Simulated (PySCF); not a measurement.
SMILES [CH2] (CH2), triplet, PBE0/def2-SVP optimised geometry. Atoms within 1.6 Å of the plane z = 0.6 Å (x, y, z in Å): C1 (-0.16, -0.39, 0.00), H2 (0.92, -0.39, 0.00), H3 (-0.92, 0.39, 0.00).

Level of theory: unrestricted PBE0/def2-TZVP (PySCF).

Map of the spin density (e/bohr³), clipped to [-0.05, 0.10] on the plane z = 0.6 Å:

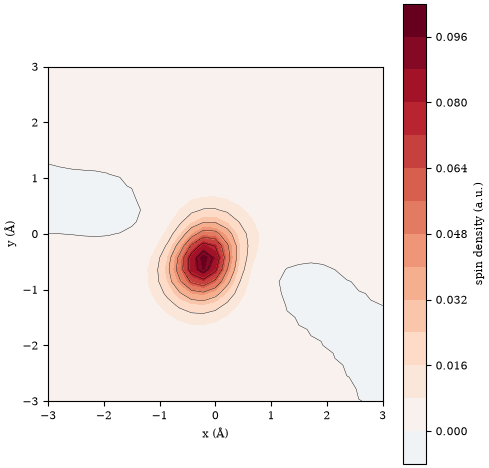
Figure: Spin density (e/bohr³), clipped to [-0.05, 0.10] on the plane z = 0.6 Å.
